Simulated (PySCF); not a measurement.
**C₈H₇O₂P: density, localisation and related maps**

```xyz
18

C    -3.0836    0.2856    1.9173
C    -2.5334    0.1651    0.8578
P    -1.7239    0.0780   -0.7255
O    -2.1839    1.0527   -1.7179
O    -2.0156   -1.4381   -1.1967
C     0.0405    0.0775   -0.3264
C     0.8730    0.9755   -0.9738
C     2.2281    0.9775   -0.6924
C     2.7403    0.0834    0.2339
C     1.9029   -0.8124    0.8818
C     0.5480   -0.8158    0.6054
H    -3.5668    0.3719    2.8476
H    -2.5469   -1.4003   -1.9942
H     0.4437    1.6606   -1.6899
H     2.8834    1.6747   -1.1931
H     3.7979    0.0821    0.4540
H     2.3099   -1.5059    1.6032
H    -0.1221   -1.5057    1.0972
```

Geometry: GFN2-xTB.

Level of theory: PBE0/pcSseg-1, SCF density, gas phase, non-relativistic (PySCF).

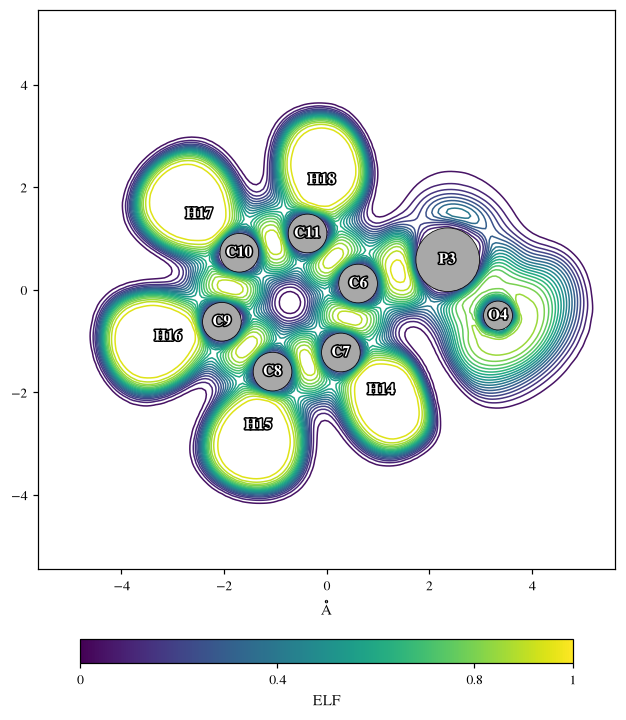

Figure 1. ELF on the plane of atoms C10, C9 and H16. Grey discs cover the atomic cores.

Q: What does the map show?

A: The plane passes through P, O, C and H nuclei. P–O (1.47 Å): the ELF peaks at about 0.80 between the atoms; a polar covalent bond. C–P (1.81 Å): the ELF peaks at about 0.95 between the atoms: a covalent bond. C–C (1.38 Å): the ELF peaks at about 0.95 between the atoms; localised, covalent bonding. C–H (1.08 Å): the ELF climbs to about 1 towards the hydrogen, as it does in any bond to H: an ordinary covalent bond to hydrogen. The ELF also peaks beside O4, away from the bonds: lone-pair regions.

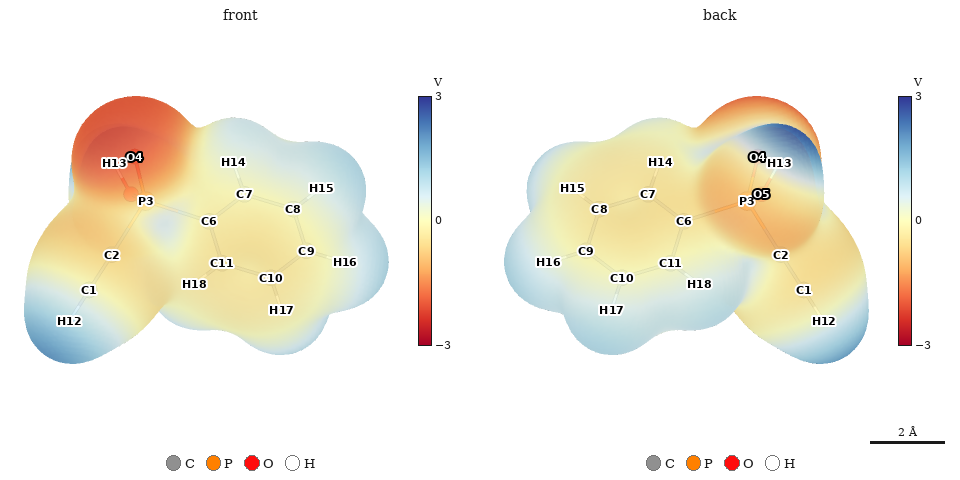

Figure 2. The molecular electrostatic potential painted on the density surface at 0.002 e/bohr³, seen from the front and from behind; the colour scale runs from red (negative) to blue (positive).

Q: Where is the surface potential most negative and most positive?

A: The most negative region (about −2.1 V) lies over O4, the most positive (about +2.5 V) over H13. O4 is the likeliest acceptor of a hydrogen bond.
